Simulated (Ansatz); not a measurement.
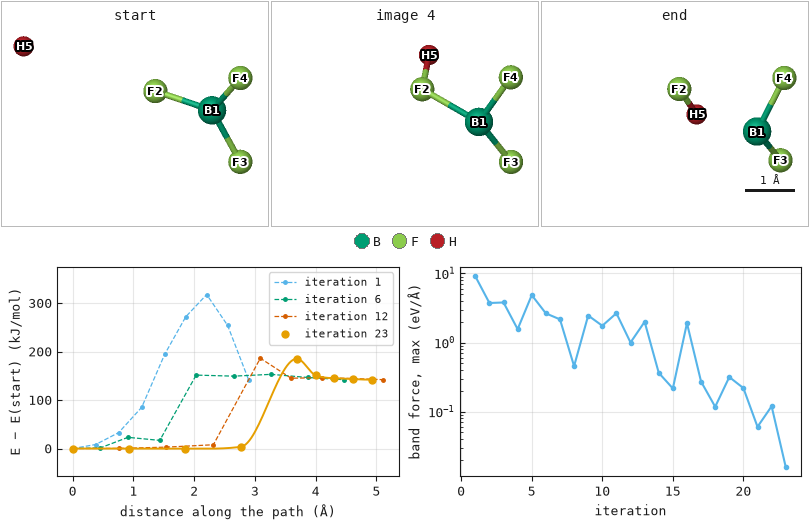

A search for the minimum-energy path of BHF$_{3}$ (multiplicity 2), made up at the start of BF₃ and H by the nudged elastic band. Images are numbered from 0 (start) to 8 (end). The plot follows the band through its iterations. A ball-and-stick model, seen from a free direction.

These are results of UKS PBE/def2-SVP (Ansatz), not measurements.

The input:
```yaml
crystal:
  periodic: [false, false, false]
  atoms:
    - { symbol: B, position_ang: [0.0, 0.0, -0.273209] }
    - { symbol: F, position_ang: [0.0, 0.0, 1.050851] }
    - { symbol: F, position_ang: [1.145907, 0.0, -0.934758] }
    - { symbol: F, position_ang: [-1.145906, 0.0, -0.934758] }
    - { symbol: H, position_ang: [0.0, 0.0, 4.131873] }
magnetization:
  spin_polarized: true
  initial_magnetization: 1
basis:
  gaussian: { orbitals: def2-SVP }
hamiltonian:
  xc: pbe
neb:
  order_check: false
  images: 7
  f_tol: 0.03
  max_iterations: 60
  final_atoms:
    - { symbol: B, position_ang: [0.0020188, 0.41007401, -0.2497043] }
    - { symbol: F, position_ang: [-0.48745926, 0.2300316, 1.96259289] }
    - { symbol: F, position_ang: [1.13808351, -0.24820645, 0.02131399] }
    - { symbol: F, position_ang: [-1.02118675, -0.24820666, -0.7647113] }
    - { symbol: H, position_ang: [0.3685447, -0.1436925, 2.07050772] }
  initial_path:
    images:
      - { positions_ang: [[0.0, 0.0, -0.273209], [0.0, 0.0, 1.050851], [1.145907, 0.0, -0.934758], [-1.145906, 0.0, -0.934758], [0.0, 0.0, 4.131873]] }
      - { positions_ang: [[6.0e-08, 0.0, -0.2049068], [3.0e-08, 0.0, 1.1806382], [1.14520533, 0.0, -0.86606853], [-1.14520442, 0.0, -0.86606857], [0.0, 0.0, 3.7964047]] }
      - { positions_ang: [[1.3e-07, 0.0, -0.1366046], [6.0e-08, 0.0, 1.3104254], [1.14450365, 0.0, -0.79737905], [-1.14450285, 0.0, -0.79737915], [1.0e-08, 0.0, 3.4609364]] }
      - { positions_ang: [[1.9e-07, 0.0, -0.0683024], [9.0e-08, 0.0, 1.4402126], [1.14380198, 0.0, -0.72868958], [-1.14380127, 0.0, -0.72868972], [1.0e-08, 0.0, 3.1254681]] }
      - { positions_ang: [[2.5e-07, 0.0, -2.0e-07], [1.2e-07, 0.0, 1.5699998], [1.14310031, 0.0, -0.6600001], [-1.14309969, 0.0, -0.6600003], [2.0e-08, 0.0, 2.7899998]] }
      - { positions_ang: [[0.00050489, 0.1025185, -0.06242623], [-0.12186472, 0.0575079, 1.66814807], [1.14184611, -0.06205161, -0.48967158], [-1.11262146, -0.06205167, -0.68617805], [0.09213619, -0.03592312, 2.61012678]] }
      - { positions_ang: [[0.00100953, 0.205037, -0.12485225], [-0.24372957, 0.1150158, 1.76629635], [1.14059191, -0.12410322, -0.31934306], [-1.08214322, -0.12410333, -0.7123558], [0.18427236, -0.07184625, 2.43025376]] }
      - { positions_ang: [[0.00151416, 0.3075555, -0.18727828], [-0.36559441, 0.1725237, 1.86444462], [1.13933771, -0.18615483, -0.14901453], [-1.05166499, -0.186155, -0.73853355], [0.27640853, -0.10776937, 2.25038074]] }
      - { positions_ang: [[0.0020188, 0.41007401, -0.2497043], [-0.48745926, 0.2300316, 1.96259289], [1.13808351, -0.24820645, 0.02131399], [-1.02118675, -0.24820666, -0.7647113], [0.3685447, -0.1436925, 2.07050772]] }
```

Launched with:
```bash
ansatz run input.yaml --threads 1 --pin off --max-ram 2048MiB --backend cpu --events-out ev --progress --plain --runs-dir out
```

Did the band converge, and can the barrier be trusted?

The result is final at these settings. The band converged in 23 iterations. The largest component of the band force went from 9.1 to 0.016 eV/Å. The climbing image converged on the top of the path. Its vibrational analysis gives one imaginary mode (993i cm⁻¹), as a transition state must have. The first iteration put the highest image at 317.8 kJ/mol. The highest point, image 4, lies 185.3 kJ/mol above the start and 43.2 kJ/mol above the end; the end is at +142.1 kJ/mol relative to the start.

Limits of the set-up: the start holds two separate molecules, 3.1 Å apart at their closest, whose relative position is a soft coordinate and is computed without a dispersion correction.

The run took 8.9 min on 1 thread of Intel(R) Xeon(R) Processor @ 2.50GHz (Skylake/Cascade Lake), on a shared host, peak memory 0.13 GiB.
